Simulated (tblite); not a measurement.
Run report: C6H11AlO, geometry relaxation

C6H11AlO, computed with GFN2-xTB geometry optimisation, gas phase (tblite 0.8.0).

It belongs to a series of runs on one base structure; here: B replaced by Al.

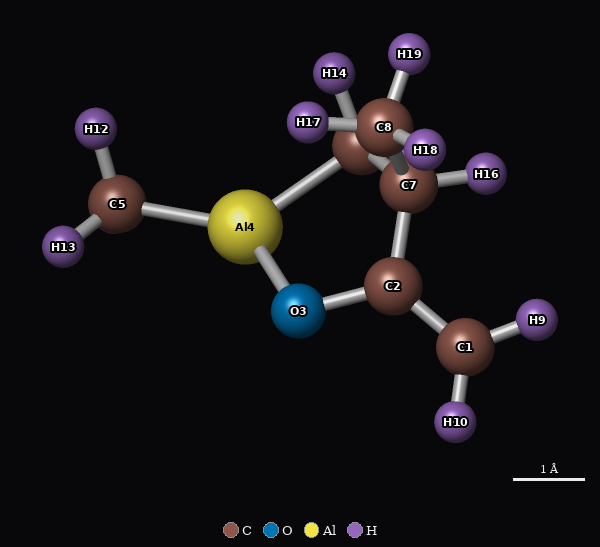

The input geometry (ball-and-stick view, seen at a tilt; atoms are numbered from 1 in the order of the input). Sticks mark near contacts. Bond lengths as drawn: Al–C 1.95 to 2.02 Å, Al–O 1.85 Å, C–C 1.35 to 1.51 Å, C–H 1.08 to 1.13 Å and C–O 1.39 Å.

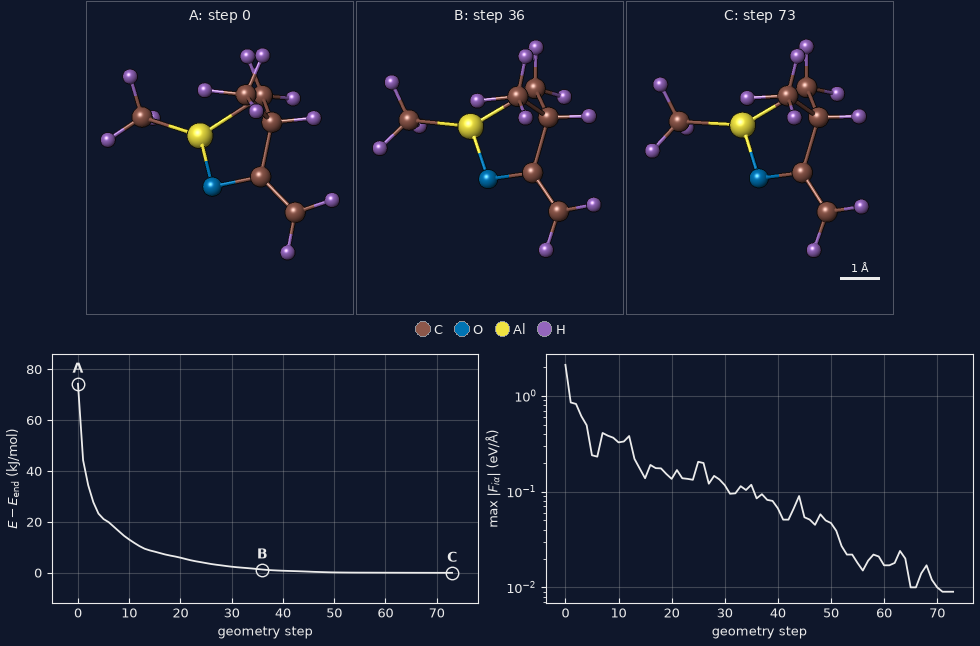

Frames of the relaxation (ball-and-stick view, seen at a tilt) above the curves, on which the letters mark them (steps are counted from 0).

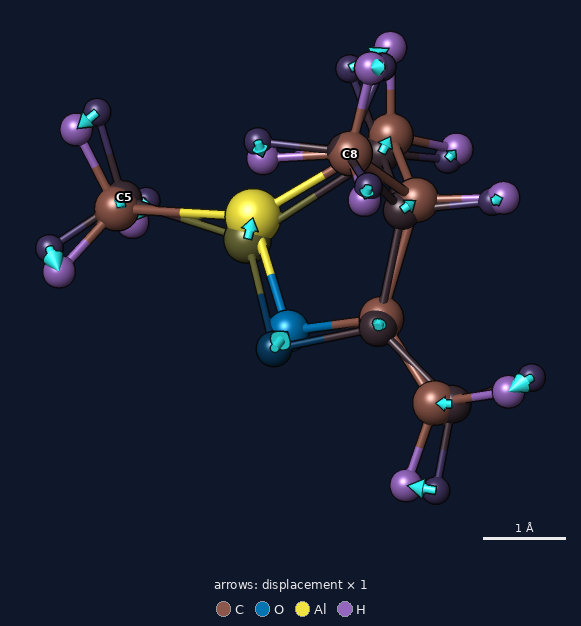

Start (faint) and end (solid) with the displacements as teal arrows, at true length (ball-and-stick view, seen at a tilt). The two geometries are laid on each other by the best rigid fit. Over 73 geometry steps the energy falls by 74.3 kJ/mol. Largest force component: 2.1 eV/Å at the start, 0.009 eV/Å at the end. H14 moves most after the best rigid fit: 0.56 Å. By element the largest moves are H 0.56 Å, O 0.45 Å, Al 0.29 Å, C 0.24 Å. Distances before and after: O3–Al4 1.850 → 1.704 Å, C2–C7 1.466 → 1.526 Å, C6–C7 1.501 → 1.542 Å, C5–H12 1.128 → 1.092 Å. Among the angles that change: Al4–C6–H14 103.7° → 121.5°, C5–Al4–C6 130.6° → 144.4°, O3–Al4–C5 134.4° → 121.8°. (Atoms are counted from 1 in the order of the input.)

These pictures come from the run below.

The input
```
{"job": {"kind": "relax", "xc": "GFN2-xTB", "basis": "xTB"}, "charge": 0, "multiplicity": 1}
C     -2.206200    -1.769200     0.306400
C     -1.141100    -1.012900    -0.038300
O      0.002500    -1.479800    -0.684300
Al     1.406200    -0.511900     0.034700
C      3.325800    -0.418600    -0.318100
C      0.189800     0.752900     1.032500
C     -1.069100     0.414600     0.287600
C     -1.262700     1.344200    -0.881100
H     -3.038000    -1.296500     0.825800
H     -2.276200    -2.818200     0.076900
H      3.905700    -0.686100     0.602200
H      3.643200     0.636700    -0.556600
H      3.667800    -1.022100    -1.161300
H      0.578700     1.761300     0.760500
H      0.153300     0.558600     2.102000
H     -1.893200     0.637400     1.016300
H     -0.414500     1.348800    -1.580900
H     -2.259700     1.192900    -1.387600
H     -1.322200     2.377000    -0.444000
```

The first line tells a small driver script what to run in tblite; the rest is the geometry in Å.

Launch command:
```bash
OMP_NUM_THREADS=1 python <driver script> task.json out
```

Log
```
step      E/eV     max force
  0    -641.28805    2.898
  1    -641.59938    1.268
  2    -641.70164    0.999
  3    -641.77075    0.711
  4    -641.81701    0.547
  5    -641.83935    0.249
  6    -641.85212    0.320
  7    -641.87072    0.452
  8    -641.88923    0.457
  9    -641.90765    0.477
 10    -641.92275    0.367
 11    -641.93657    0.338
 12    -641.94949    0.389
 13    -641.96010    0.235
 14    -641.96690    0.190
 15    -641.97218    0.178
 16    -641.97788    0.197
 17    -641.98350    0.200
 18    -641.98803    0.176
 19    -641.99201    0.164
 20    -641.99668    0.175
 21    -642.00198    0.181
 22    -642.00710    0.153
 23    -642.01136    0.152
 24    -642.01496    0.150
 25    -642.01874    0.221
 26    -642.02245    0.210
 27    -642.02541    0.125
 28    -642.02806    0.154
 29    -642.03084    0.143
 30    -642.03340    0.120
 31    -642.03552    0.120
 32    -642.03732    0.101
 33    -642.03900    0.116
 34    -642.04083    0.109
 35    -642.04291    0.122
 36    -642.04494    0.102
 37    -642.04664    0.097
 38    -642.04794    0.084
 39    -642.04897    0.083
 40    -642.04985    0.071
 41    -642.05059    0.053
 42    -642.05122    0.059
 43    -642.05187    0.068
 44    -642.05261    0.106
 45    -642.05344    0.063
 46    -642.05432    0.069
 47    -642.05495    0.055
 48    -642.05561    0.059
 49    -642.05619    0.052
 50    -642.05662    0.048
 51    -642.05691    0.042
 52    -642.05714    0.036
 53    -642.05733    0.030
 54    -642.05747    0.024
 55    -642.05756    0.018
 56    -642.05761    0.019
 57    -642.05766    0.022
 58    -642.05772    0.023
 59    -642.05779    0.022
 60    -642.05785    0.019
 61    -642.05791    0.020
 62    -642.05797    0.019
 63    -642.05803    0.024
 64    -642.05809    0.020
 65    -642.05814    0.012
 66    -642.05818    0.012
 67    -642.05821    0.014
 68    -642.05825    0.017
 69    -642.05829    0.012
 70    -642.05832    0.013
 71    -642.05834    0.013
 72    -642.05835    0.013
 73    -642.05837    0.010
```

Trajectory as extended XYZ (Å, eV, eV/Å), 6 of the 74 frames kept, from step=0 to step=73
```
19
Properties=species:S:1:pos:R:3:forces:R:3 step=0 energy=-641.28805
C    -2.2062   -1.7692    0.3064    0.9720   0.7370  -0.3870
C    -1.1411   -1.0129   -0.0383   -0.1180  -2.0710  -0.5250
O     0.0025   -1.4798   -0.6843    0.4180   0.7860   1.2500
Al    1.4062   -0.5119    0.0347   -1.5960  -0.7360  -0.8530
C     3.3258   -0.4186   -0.3181    0.9430   0.6900   0.2390
C     0.1898    0.7529    1.0325    2.1110  -0.1440  -0.6490
C    -1.0691    0.4146    0.2876   -1.6820   1.5600   1.7710
C    -1.2627    1.3442   -0.8811   -1.0070   1.4370  -0.2370
H    -3.0380   -1.2965    0.8258    0.3200  -0.2590  -0.2910
H    -2.2762   -2.8182    0.0769    0.0400   0.0810   0.0240
H     3.9057   -0.6861    0.6022   -0.3320   0.0170  -0.7120
H     3.6432    0.6367   -0.5566   -0.3830  -0.7890   0.2180
H     3.6678   -1.0221   -1.1613    0.0790  -0.1510   0.1440
H     0.5787    1.7613    0.7605   -0.5100  -0.3270   0.7650
H     0.1533    0.5586    2.1020   -0.2380   0.4980   0.0540
H    -1.8932    0.6374    1.0163    0.0110  -0.2030  -0.6090
H    -0.4145    1.3488   -1.5809   -0.3790  -0.3270   0.0630
H    -2.2597    1.1929   -1.3876    1.2390  -0.1330   0.2560
H    -1.3222    2.3770   -0.4440    0.1100  -0.6650  -0.5200
19
Properties=species:S:1:pos:R:3:forces:R:3 step=15 energy=-641.97218
C    -2.1549   -1.7631    0.2388   -0.0150   0.0130  -0.0380
C    -1.1229   -0.9631    0.0187    0.0050  -0.0850   0.1090
O     0.0425   -1.4252   -0.5163    0.0870  -0.0090  -0.0350
Al    1.3636   -0.4529   -0.0638   -0.1320   0.0300   0.0240
C     3.2966   -0.4938   -0.3838    0.1380   0.0650  -0.0100
C     0.2612    0.8244    1.0375   -0.0560   0.0090   0.0010
C    -1.1082    0.5123    0.4036   -0.0370   0.0120  -0.0710
C    -1.2930    1.3625   -0.8511    0.0190   0.0450  -0.0450
H    -3.0628   -1.3804    0.6663   -0.0370  -0.0080   0.0100
H    -2.1214   -2.8112   -0.0002    0.0000   0.0210  -0.0590
H     3.8089   -0.7592    0.5417    0.0370  -0.0440   0.0570
H     3.5414    0.5527   -0.5749    0.1200   0.0940  -0.0270
H     3.7390   -1.0818   -1.1845   -0.1080  -0.1170  -0.0790
H     0.4819    1.8930    0.9714   -0.0570   0.0030   0.0670
H     0.2341    0.5775    2.1056    0.0010   0.0200  -0.0070
H    -1.9453    0.6799    1.0853    0.0000   0.1060   0.0540
H    -0.4325    1.2005   -1.5107   -0.0650  -0.0520  -0.0530
H    -2.2103    1.1150   -1.3832    0.0650  -0.1190   0.0220
H    -1.3277    2.4223   -0.6079    0.0350   0.0140   0.0800
19
Properties=species:S:1:pos:R:3:forces:R:3 step=29 energy=-642.03084
C    -2.1409   -1.7529    0.1851   -0.0130  -0.0390   0.0240
C    -1.0958   -0.9456    0.0893    0.0140   0.0340  -0.1220
O     0.1045   -1.3712   -0.4036   -0.0800  -0.0290   0.0170
Al    1.3802   -0.3081   -0.0290    0.1340   0.0160   0.0470
C     3.3112   -0.4743   -0.4107    0.0520  -0.0050  -0.0180
C     0.2288    0.8990    1.0903    0.0050   0.0480   0.0160
C    -1.1212    0.5381    0.4452    0.0030   0.0190   0.0800
C    -1.2968    1.3160   -0.8581   -0.0430   0.0100   0.0530
H    -3.0821   -1.4195    0.5856    0.0540   0.0700  -0.0380
H    -2.0832   -2.7818   -0.1231    0.0410  -0.0170   0.0220
H     3.8260   -0.8288    0.4887   -0.0200  -0.0060  -0.0750
H     3.7449    0.5006   -0.6526   -0.0510  -0.0510   0.0040
H     3.5602   -1.1603   -1.2249   -0.0340  -0.0020   0.0320
H     0.3738    1.9798    1.1184   -0.0310   0.0460  -0.0210
H     0.2367    0.5666    2.1360   -0.0720   0.0000   0.0420
H    -1.9687    0.7409    1.1093    0.0180  -0.0440  -0.0370
H    -0.4439    1.0949   -1.5120   -0.0570   0.0030  -0.0280
H    -2.2195    1.0259   -1.3560    0.0380  -0.0390  -0.0540
H    -1.3240    2.3902   -0.6852    0.0420  -0.0140   0.0570
19
Properties=species:S:1:pos:R:3:forces:R:3 step=44 energy=-642.05261
C    -2.0888   -1.7512    0.1499   -0.0310  -0.0220  -0.0080
C    -1.0452   -0.9395    0.0928    0.0140  -0.0020   0.0060
O     0.1814   -1.3408   -0.3303    0.0240  -0.0100   0.0110
Al    1.4207   -0.2373    0.0690   -0.0100  -0.0140   0.0450
C     3.3137   -0.5052   -0.4332   -0.0900   0.0160   0.0530
C     0.1908    0.9507    1.1457   -0.0050  -0.0150  -0.0200
C    -1.1218    0.5395    0.4539   -0.0240  -0.0070   0.0120
C    -1.3025    1.3068   -0.8514   -0.0060   0.0210  -0.0160
H    -3.0429   -1.3874    0.4836   -0.0330  -0.0060   0.0170
H    -2.0287   -2.7861   -0.1330    0.0500  -0.0170  -0.0130
H     3.8754   -0.9009    0.4167    0.0200  -0.0020  -0.0260
H     3.7893    0.4316   -0.7252    0.0320   0.0200  -0.0120
H     3.4205   -1.2123   -1.2582    0.0010  -0.0280  -0.0200
H     0.2826    2.0385    1.1677    0.0370   0.0190  -0.0230
H     0.1498    0.6275    2.1954    0.0190  -0.0020  -0.0110
H    -1.9934    0.7060    1.0922   -0.0280   0.0030   0.0300
H    -0.4606    1.0806   -1.5140    0.0330   0.0110  -0.0210
H    -2.2233    1.0085   -1.3459   -0.0120  -0.0150  -0.0340
H    -1.3268    2.3800   -0.6832    0.0090   0.0510   0.0300
19
Properties=species:S:1:pos:R:3:forces:R:3 step=58 energy=-642.05772
C    -2.0783   -1.7641    0.1415    0.0030   0.0010  -0.0050
C    -1.0434   -0.9389    0.1015   -0.0040  -0.0050  -0.0010
O     0.1918   -1.3453   -0.2930    0.0020   0.0100  -0.0040
Al    1.4249   -0.2396    0.1119   -0.0020  -0.0100  -0.0070
C     3.3027   -0.5155   -0.4309   -0.0020   0.0000  -0.0060
C     0.1820    0.9615    1.1501   -0.0220   0.0060   0.0040
C    -1.1282    0.5431    0.4538   -0.0070  -0.0070  -0.0060
C    -1.3007    1.3200   -0.8497    0.0080  -0.0030   0.0060
H    -3.0486   -1.4229    0.4532    0.0070  -0.0030  -0.0010
H    -1.9790   -2.7983   -0.1364   -0.0070   0.0010   0.0020
H     3.9014   -0.9210    0.3884   -0.0080   0.0010  -0.0020
H     3.7807    0.4139   -0.7464    0.0030   0.0000  -0.0020
H     3.3640   -1.2243   -1.2616    0.0010  -0.0020   0.0040
H     0.2859    2.0489    1.1468    0.0050   0.0100  -0.0030
H     0.1331    0.6608    2.2056    0.0030   0.0050   0.0080
H    -2.0042    0.7073    1.0887    0.0020   0.0010   0.0050
H    -0.4463    1.1114   -1.5034    0.0010   0.0100   0.0080
H    -2.2116    1.0205   -1.3643    0.0180  -0.0070   0.0090
H    -1.3361    2.3916   -0.6631   -0.0030  -0.0060  -0.0080
19
Properties=species:S:1:pos:R:3:forces:R:3 step=73 energy=-642.05837
C    -2.0768   -1.7659    0.1391    0.0030   0.0020  -0.0030
C    -1.0429   -0.9393    0.1011   -0.0040   0.0000   0.0070
O     0.1918   -1.3414   -0.2979   -0.0040   0.0010   0.0010
Al    1.4219   -0.2356    0.1132    0.0010   0.0050   0.0030
C     3.2967   -0.5162   -0.4357    0.0060  -0.0020  -0.0040
C     0.1790    0.9644    1.1562    0.0090   0.0000  -0.0040
C    -1.1289    0.5415    0.4583    0.0010   0.0050   0.0000
C    -1.2947    1.3190   -0.8453   -0.0020   0.0000  -0.0030
H    -3.0472   -1.4284    0.4543    0.0050   0.0030   0.0010
H    -1.9771   -2.7985   -0.1438   -0.0030  -0.0040   0.0000
H     3.8918   -0.9218    0.3861    0.0020   0.0000  -0.0020
H     3.7823    0.4076   -0.7562   -0.0040  -0.0010   0.0010
H     3.3532   -1.2305   -1.2621   -0.0010   0.0000   0.0040
H     0.2864    2.0520    1.1381   -0.0040  -0.0040   0.0020
H     0.1308    0.6788    2.2158   -0.0050  -0.0060  -0.0070
H    -2.0068    0.7042    1.0907   -0.0020   0.0010   0.0020
H    -0.4266    1.1260   -1.4859    0.0030   0.0060   0.0040
H    -2.1912    1.0037   -1.3743   -0.0020  -0.0040  -0.0020
H    -1.3516    2.3895   -0.6591   -0.0020  -0.0010  -0.0010
```

Results in brief

| quantity | value |
| --- | --- |
| outcome | converged |
| total energy | −642.0584 eV |
| hardware | 1 CPU thread, shared host |
| wall time | 0.99 s |
| peak memory | 0.18 GiB |
